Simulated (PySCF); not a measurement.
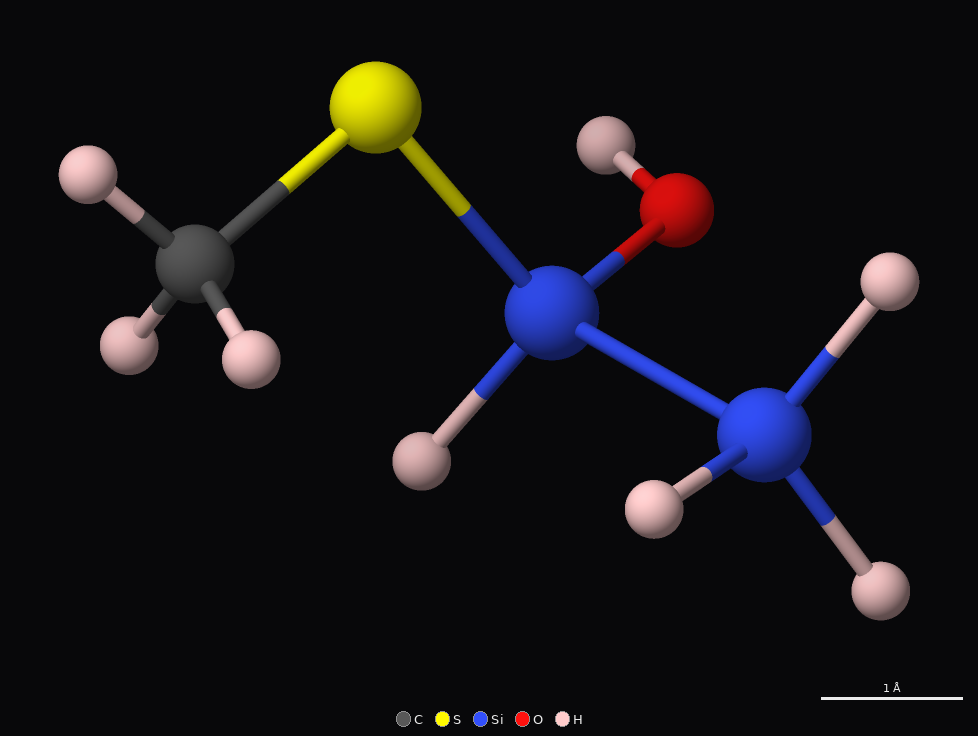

The picture comes from a calculation with PySCF.

Ball-and-stick drawing of a structure. Every bond is drawn as one stick, whatever its order.

> What is the molecular formula?

CH8OSSi2, 13 atoms: 1 carbon, 8 hydrogen, 1 oxygen, 1 sulfur and 2 silicon.

> Describe its rings.

It has no ring.

> Count the bonded pairs by element.

4 Si–H, 3 C–H, 1 C–S, 1 S–Si, 1 O–Si, 1 Si–Si, 1 O–H.

> Give a SMILES string for it.

CS[Si@@H](O)[SiH3]
